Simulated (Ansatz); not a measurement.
GeSiH6ClF: several calculations on one system

## 1. Relaxation

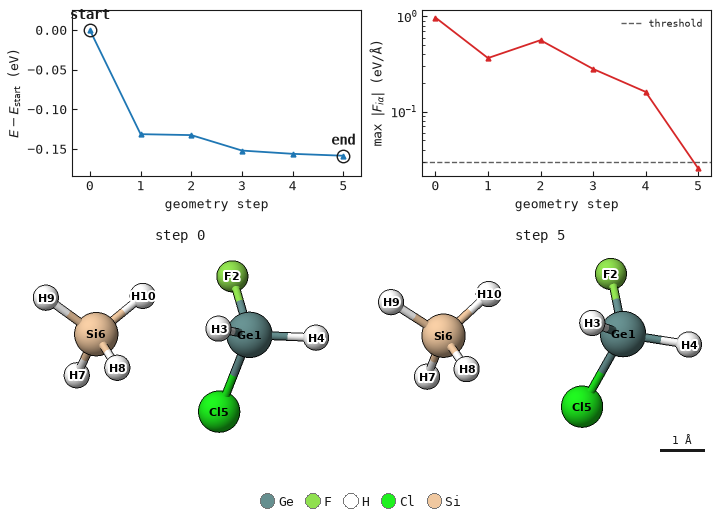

First and last geometry of a relaxation of GeSiH6ClF, with the history of the run. A ball-and-stick model, seen at a tilt.

The run prepares an end point of a later path (reaction) calculation, from a guessed geometry.

Method: RKS PBE0-D4/def2-SVP in Ansatz 0.2.0.

The input:
```yaml
crystal:
  periodic: [false, false, false]
  atoms:
    - { symbol: Ge, position_ang: [-0.080379, 0.346772, -0.138049] }
    - { symbol: F, position_ang: [-0.551008, 0.438395, 1.502482] }
    - { symbol: H, position_ang: [1.430356, 0.143556, -0.209358] }
    - { symbol: H, position_ang: [-0.633505, 1.607163, -0.808736] }
    - { symbol: Cl, position_ang: [-1.083581, -1.340943, -1.007255] }
    - { symbol: Si, position_ang: [1.087554, -2.639326, 1.322573] }
    - { symbol: H, position_ang: [0.105461, -3.731703, 1.070199] }
    - { symbol: H, position_ang: [1.820878, -2.32685, 0.06228] }
    - { symbol: H, position_ang: [2.078789, -3.096988, 2.339393] }
    - { symbol: H, position_ang: [0.407835, -1.434176, 1.82507] }
basis:
  gaussian: { orbitals: def2-SVP }
hamiltonian:
  xc: pbe0
  dispersion: d4
relax:
  f_tol: 0.03
  max_steps: 50
```

Launched with:
```bash
ansatz run input.yaml --threads 4 --pin off --max-ram 5120MiB --backend cpu --events-out ev --progress --plain --runs-dir out
```

Question: Read the history and describe the run.

Answer: It converged. Over 5 geometry steps the energy falls by 0.158 eV. The largest force component goes from 0.97 to 0.025 eV/Å. The largest move after the best rigid fit is that of F2, 0.43 Å. By element the largest moves are F 0.43 Å, H 0.35 Å, Ge 0.31 Å, Si 0.29 Å, Cl 0.14 Å. Some distances before and after: Ge1–Si6 3.523 → 4.128 Å, Ge1–F2 1.709 → 1.733 Å, Si6–H10 1.472 → 1.493 Å.

| step | E − E(0), eV | largest force component, eV/Å |
| --- | --- | --- |
| 0 | 0.0000 | 0.9722 |
| 1 | -0.1313 | 0.3651 |
| 2 | -0.1324 | 0.5625 |
| 3 | -0.1519 | 0.2809 |
| 4 | -0.1561 | 0.1615 |
| 5 | -0.1585 | 0.0255 |

## 2. Relaxation

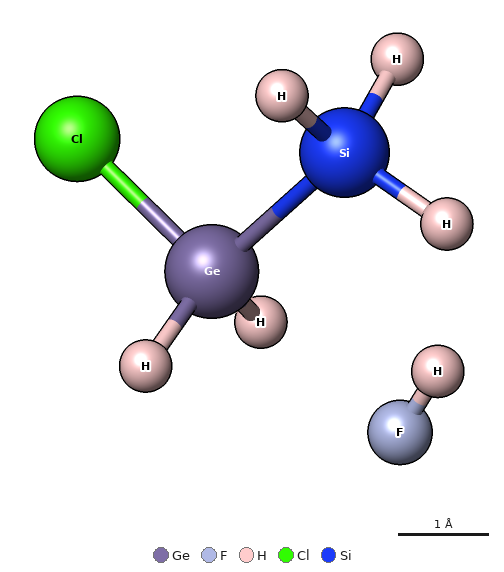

Starting structure of GeSiH₆ClF. Style: ball-and-stick. Shown at a tilt.

The run prepares an end point of a later path (reaction) calculation, from a guessed geometry.

Theory: RKS PBE0-D4/def2-SVP (Ansatz 0.2.0).

The input:
```yaml
crystal:
  periodic: [false, false, false]
  atoms:
    - { symbol: Ge, position_ang: [0.018749, -0.514951, -0.328897] }
    - { symbol: F, position_ang: [0.550619, 0.436424, 2.337258] }
    - { symbol: H, position_ang: [1.055337, 0.591515, -0.556794] }
    - { symbol: H, position_ang: [-1.320711, 0.034533, 0.172763] }
    - { symbol: Cl, position_ang: [-0.390785, -1.378507, -2.299699] }
    - { symbol: Si, position_ang: [0.812776, -2.385852, 0.810923] }
    - { symbol: H, position_ang: [-0.251446, -3.427455, 0.895064] }
    - { symbol: H, position_ang: [2.017307, -2.933848, 0.123435] }
    - { symbol: H, position_ang: [1.224297, -2.057357, 2.223428] }
    - { symbol: H, position_ang: [0.866257, -0.398601, 2.581119] }
basis:
  gaussian: { orbitals: def2-SVP }
hamiltonian:
  xc: pbe0
  dispersion: d4
relax:
  f_tol: 0.03
  max_steps: 50
```

Command:
```bash
ansatz run input.yaml --threads 4 --pin off --max-ram 5120MiB --backend cpu --events-out ev --progress --plain --runs-dir out
```

**Predict the outcome.**

The energy falls by 0.019 eV in 5 accepted moves (7 points after the start). Largest force component: 0.52 eV/Å at the start, 0.0075 eV/Å at the end. The line search rejected the trial steps at points 4, 6 of the run. H10 moves most after the best rigid fit: 0.12 Å. Largest moves by element: H 0.12 Å, Cl 0.05 Å, Si 0.04 Å, F 0.04 Å, Ge 0.02 Å. Among the contacts that change: Ge1–Si6 2.330 → 2.380 Å. Cost: 18 s on 4 threads of Arm Neoverse V1, on a shared host, peak memory 0.28 GiB.

Final geometry:

```xyz
10

Ge    0.0108   -0.5122   -0.3466
F     0.5356    0.4748    2.3288
H     1.0462    0.6003   -0.5493
H    -1.3288    0.0269    0.1672
Cl   -0.3881   -1.3467   -2.3316
Si    0.8209   -2.4290    0.8087
H    -0.2514   -3.4615    0.8976
H     2.0150   -2.9824    0.1079
H     1.2391   -2.0867    2.2146
H     0.8830   -0.3176    2.6612
```

The end point in the same view:

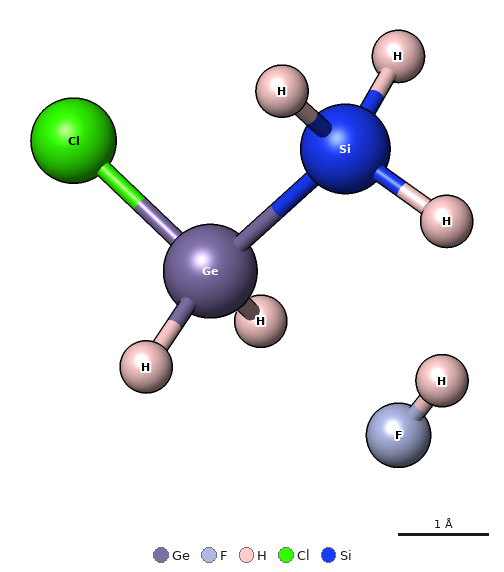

## 3. Path

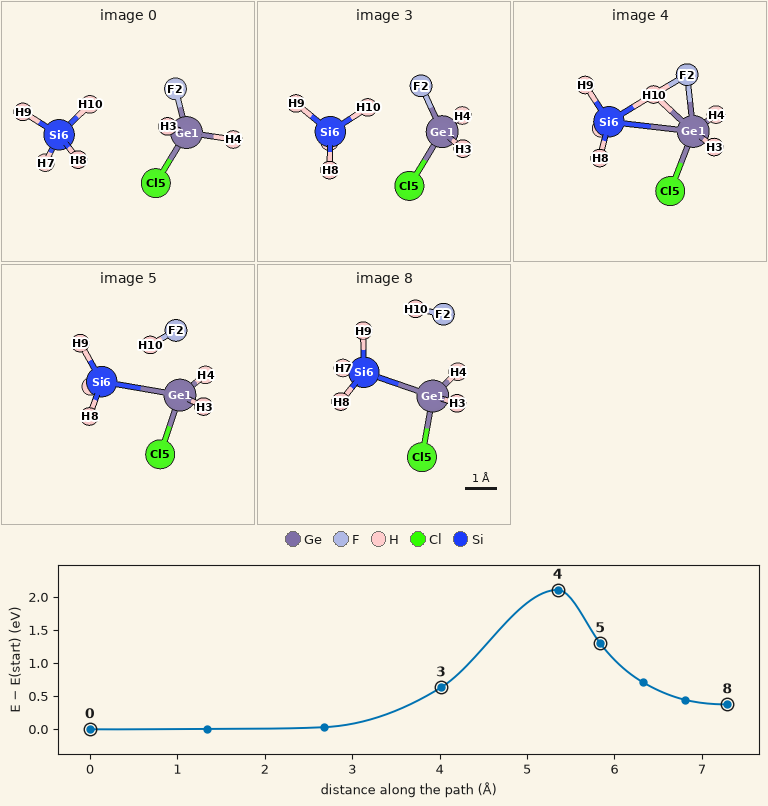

NEB run on GeSiH6ClF, made up at the start of GeH$_{2}$ClF and SiH$_{4}$. Images are numbered from 0 (start) to 8 (end). The picture is a ball-and-stick view, seen from a free direction.

All numbers below come from Ansatz 0.2.0, RKS PBE0-D4/def2-SVP. Set-up: 7 movable images; climbing image; force threshold 0.05 eV/Å; iteration limit 60; starting path through a guess of the saddle point.

**Read off the barrier and say what moves.**

Forward barrier 2.11 eV, backward barrier 1.73 eV, with image 4 at the top; the reaction energy is +0.38 eV. Breaking: Ge1–F2 (1.73 → 2.00 at the top → 2.90 Å), Si6–H10 (1.49 → 1.74 at the top → 2.81 Å). Forming: F2–H10 (2.86 → 1.30 at the top → 0.93 Å), Ge1–Si6 (4.13 → 2.75 at the top → 2.38 Å). The band converged in 29 iterations. The largest component of the band force went from 3.8 to 0.047 eV/Å. The climbing image converged on the top of the path. Its vibrational analysis gives one imaginary mode (1052i cm⁻¹), as a transition state must have.

Limits of the set-up: the start holds two separate molecules, 2.9 Å apart at their closest, whose relative position is a soft coordinate.
